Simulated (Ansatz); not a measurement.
# CH₄FNSSi: up Jacob's ladder to CCSD(T)

Aim: compute CH₄FNSSi with functionals from several rungs and with coupled cluster, and see how far each lands from CCSD(T) at the basis-set limit for the atomisation energy.

The runs use Ansatz 0.2.0, Gaussian basis; functionals in def2-TZVPP, the program's frozen cores in correlated methods.

Plan: PBE-D4, r2SCAN-D4, PBE0-D4, B3LYP-D4, ωB97X-V, ωB97M-V, B2PLYP; CCSD(T)/def2-TZVPP; MP2/def2-QZVPP; extrapolation to the limit.

**1. The relaxed structure**

The geometry comes from an earlier relaxation with PBE0-D4 in a triple-zeta def2 set; it is a stationary point, not always the lowest conformer.

SMILES `N[Si]1(F)CS1`, 9 atoms, charge 0, spin multiplicity 1.

Atoms are counted from 1 here; the program's logs count them from 0.

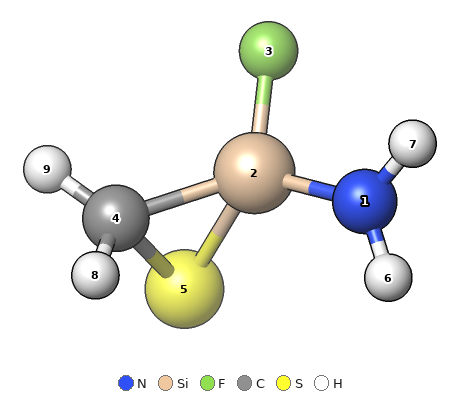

The geometry (nitrogen blue, silicon light orange, fluorine green, carbon grey, sulfur yellow, hydrogen white); atoms are numbered from 1 in the order of the file.

**2. PBE-D4 (GGA)**

Contents of in.yaml:

```yaml
crystal:
  periodic: [false, false, false]
  atoms:
    - {symbol: N, position_ang: [0.311248, 0.415199, 1.600201]}
    - {symbol: Si, position_ang: [0.315857, -0.399121, 0.130599]}
    - {symbol: F, position_ang: [1.742815, -1.089756, 0.018650]}
    - {symbol: C, position_ang: [-0.441629, 0.126458, -1.436056]}
    - {symbol: S, position_ang: [-1.388134, -1.303167, -0.587615]}
    - {symbol: H, position_ang: [-0.532600, 0.713826, 2.055005]}
    - {symbol: H, position_ang: [1.152734, 0.646649, 2.098321]}
    - {symbol: H, position_ang: [-1.048634, 1.024301, -1.505808]}
    - {symbol: H, position_ang: [-0.023157, -0.180688, -2.390398]}
basis:
  gaussian: {orbitals: def2-TZVPP}
hamiltonian: {xc: pbe, dispersion: d4}
output: {forces: true, orbitals: {seedname: orbitals}}
```

Started as:

```
$ ansatz run in.yaml --threads 4 --pin off --events-out ev --progress --plain --max-ram 10444MiB
```

After this run come: r2SCAN-D4 (meta-GGA); PBE0-D4 (hybrid); B3LYP-D4 (hybrid); ωB97X-V (range-separated); ωB97M-V (range-separated); B2PLYP (double hybrid); CCSD(T) in def2-TZVPP; MP2 in def2-QZVPP.

Q: Predict the results of all the runs planned. Wanted: atomisation energy, CCSD(T)/CBS; farthest; mean size of error, hybrid; mean size of error, range-separated; gap, smallest and largest; T1 diagnostic; triples share of the correlation energy.

The runs gave:

| quantity | value |
| --- | --- |
| atomisation energy, CCSD(T)/CBS | 35.404 eV |
| functionals within 0.177 eV (0.5 %) | r2SCAN-D4, PBE0-D4, ωB97X-V, ωB97M-V |
| farthest | PBE-D4 (+0.741 eV) |
| mean size of error, hybrid | 0.115 eV |
| mean size of error, range-separated | 0.162 eV |
| gap, smallest and largest | 4.95 eV (PBE-D4), 11.62 eV (ωB97X-V) |
| T1 diagnostic | 0.0114 |
| triples share of the correlation energy | 3.9 % |

PBE-D4 is off by +0.741 eV. Double hybrids carry the basis error of their MP2 part in triple zeta, and no dispersion term here, so their miss is partly the set-up's. The reference freezes the cores and leaves out relativity and excitations past (T), so misses under about 0.177 eV can't be ranked. Hartree-Fock recovers 70 % of the binding; the rest is correlation. Orbital gaps span 5.0 to 11.6 eV; exact exchange widens them.
